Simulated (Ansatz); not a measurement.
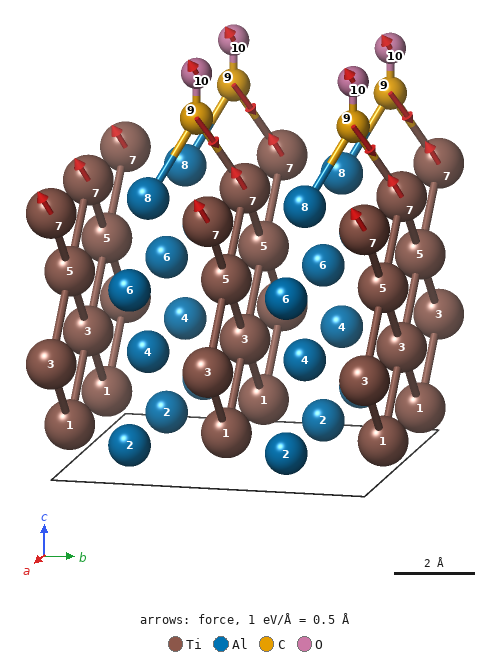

Starting geometry of a slab of composition Ti$_{4}$Al$_{4}$CO (cut from the P4/mmm phase) with the computed forces as red arrows. Style: ball-and-stick. Shown: the 2 × 2 repeat of the cell, outlined in the plane, without the vacuum, slightly off an axis.

Case: CO put at a bridge Ti-Al site. The slab is the (1 1 0) face of TiAl with CO on it. 4 atoms are held fixed.

Theory: DFT PBEsol, scalar-relativistic, plane waves, PAW in Ansatz 0.2.0. Settings: plane-wave cutoff 420 eV; k-point mesh 7 × 7 × 1; occupations gaussian; smearing width 0.1 eV; no spin polarisation; dipole correction; atoms relaxed in a fixed cell; force threshold 0.03 eV/Å; at most 70 steps.

Question: What follows when this structure is relaxed?

Answer: It isn't relaxed: the largest force vector, on C9, is 2.18 eV/Å. The final displacements have little in common with the starting forces (cosine between the two patterns 0.19). The energy falls by 0.634 eV per cell of the calculation in 15 geometry steps. Largest force component: 1.7 eV/Å at the start, 0.0091 eV/Å at the end. The forces were under the threshold at step 12, but the run went on from there. The largest moves, 1.41 Å, are those of C9 and O10. C9 goes within the plane. Largest moves by element: C 1.41 Å, O 1.40 Å, Al 0.03 Å, Ti 0.03 Å. The cell doesn't change. Among the contacts that change: Al8–C9 2.368 → 3.466 Å, Ti7–C9 2.418 → 2.092 Å, Ti5–Ti7 2.749 → 2.772 Å, Al6–Ti7 2.752 → 2.770 Å. Bonds break: Al8–C9 (2.37 → 3.47 Å). Among the angles between lasting bonds that change: Ti7–C9–O10 144.2° → 179.9°, Ti5–Ti7–C9 105.7° → 134.7°, Ti5–Ti7–C9 149.1° → 134.3°. The run took 18 min on 1 thread of Arm Neoverse V2, with other jobs on the host, peak memory 0.72 GiB.

Limits of the set-up: the periodic images lie only 4.0 Å apart, so the values are limited by the cell's size.
